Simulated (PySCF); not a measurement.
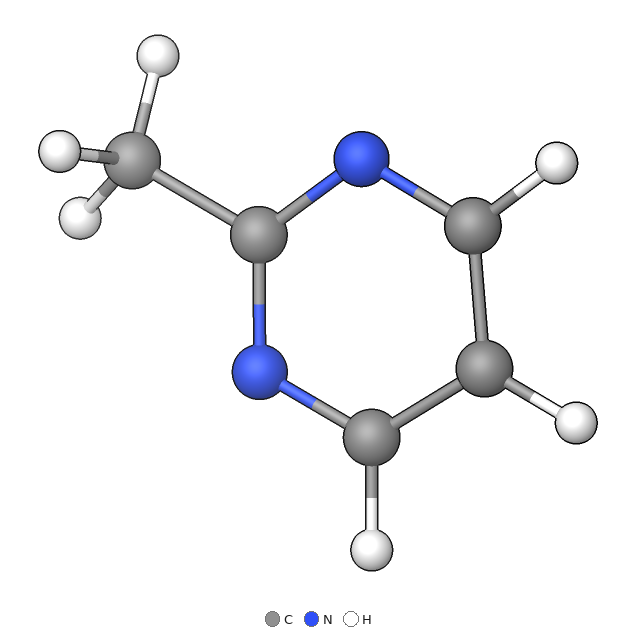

A ball-and-stick model of a molecule. Every bond is drawn as one stick, whatever its order.

Question: What is the molecular formula?

Answer: C5H6N2, 13 atoms: 5 carbon, 6 hydrogen and 2 nitrogen.

Question: Does it have rings?

Answer: Independent rings (smallest set): 1 of 6 members, 1 of them aromatic.

Question: How many sets of symmetry-equivalent atoms are there?

Answer: 9: 1 C, 1 C, 2 N, 2 C, 1 C, 2 H, 1 H, 2 H, 1 H.

Question: Which point group does it belong to?

Answer: Cs.

Question: Write the SMILES.

Answer: Cc1ncccn1

The parts below concern this one geometry. Atoms keep their numbers from picture to picture. Computed geometry: PBE0-D3(BJ)/def2-SVP optimisation. No frequency run is at hand to confirm it as a minimum.

**Geometry**

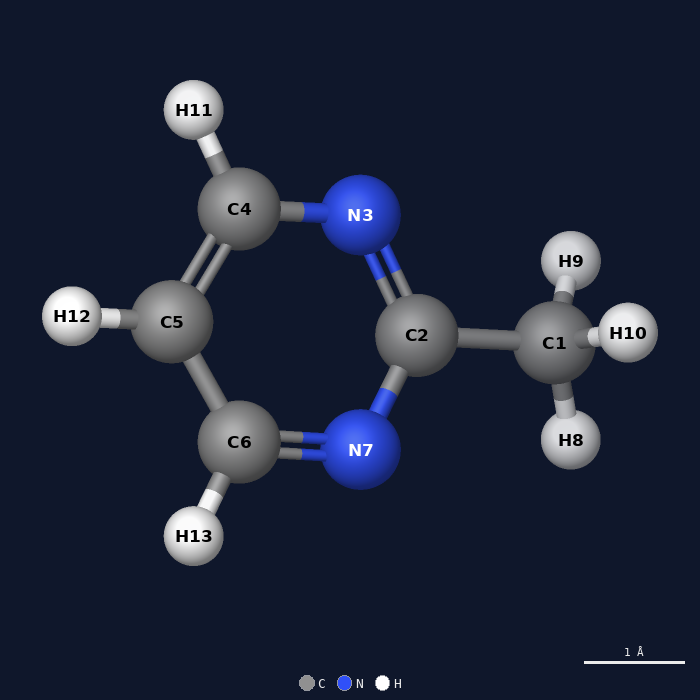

The atoms are numbered. No frequency run is at hand to confirm it as a minimum.

Give these bond angles: C2–C1–H8, C2–C1–H10, C1–C2–N3, N3–C2–N7, C4–C5–C6, C4–C5–H12, N3–C4–C5, C5–C4–H11, N3–C4–H11, C2–N3–C4.

| angle | degrees |
| --- | --- |
| C2–C1–H8 | 110.5 |
| C2–C1–H10 | 109.5 |
| C1–C2–N3 | 117.4 |
| N3–C2–N7 | 125.1 |
| C4–C5–C6 | 115.8 |
| C4–C5–H12 | 122.1 |
| N3–C4–C5 | 122.4 |
| C5–C4–H11 | 120.9 |
| N3–C4–H11 | 116.7 |
| C2–N3–C4 | 117.1 |

**Excitation**

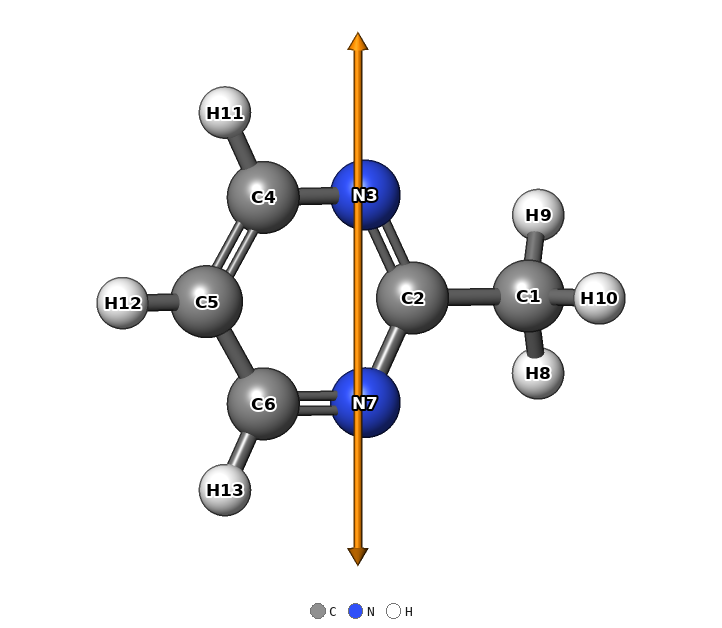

The double arrow shows the direction of the transition dipole to excited singlet state 3 (its length means nothing). No frequency run is at hand to confirm it as a minimum. Level of theory: TDDFT B3LYP/def2-SVPD, vertical, IEF-PCM methanol (non-equilibrium linear response), core orbitals frozen in the response (PySCF 2.14.0).

Question: Where does the transition lie, and how strong is it?

Answer: 5.58 eV (222 nm), oscillator strength 0.070, mainly HOMO−1 → LUMO (weight 0.84); transition dipole 1.82 D.

**Ring current**

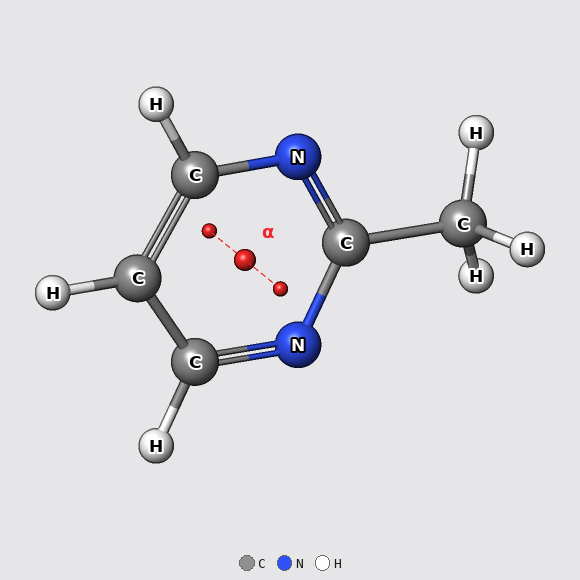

The small points mark where nucleus-independent chemical shifts (NICS) were computed: at the centre of each lettered ring and 1 Å above and below it. No frequency run is at hand to confirm it as a minimum. Method: GIAO PBE0/pcSseg-1 NMR shielding, non-relativistic, IEF-PCM methanol (PySCF 2.14.0).

Give NICS(0), NICS(1) and the out-of-plane component NICS(1)zz for each ring (means of the two sides).

```csv
ring,members,NICS(0),NICS(1),NICS(1)zz
α,C4N2,−5.5,−10.5,−26.1
```

Values in ppm.

Question: What do the values say about the ring currents?

Answer: Ring α: diatropic, as in an aromatic ring. NICS is one index among several.

**NMR shielding**

The questions are on isotropic NMR shieldings of the H atoms. No frequency run is at hand to confirm it as a minimum. Method: GIAO PBE0/pcSseg-1 NMR shielding, non-relativistic, IEF-PCM dimethylsulfoxide (PySCF 2.14.0).

Question: Which H atom is the most shielded (lowest chemical shift)?

Answer: H8, H9 (28.52 ppm).

Question: Which H atom is the least shielded (highest chemical shift)?

Answer: H11, H13 (22.37 ppm).

Question: How wide is the range of H shifts?

Answer: 6.15 ppm.

Give the isotropic NMR shieldings of the H atoms atom by atom.

| atom | σ (ppm) |
| --- | --- |
| H8 | 28.52 |
| H9 | 28.52 |
| H10 | 28.05 |
| H11 | 22.37 |
| H12 | 23.87 |
| H13 | 22.37 |
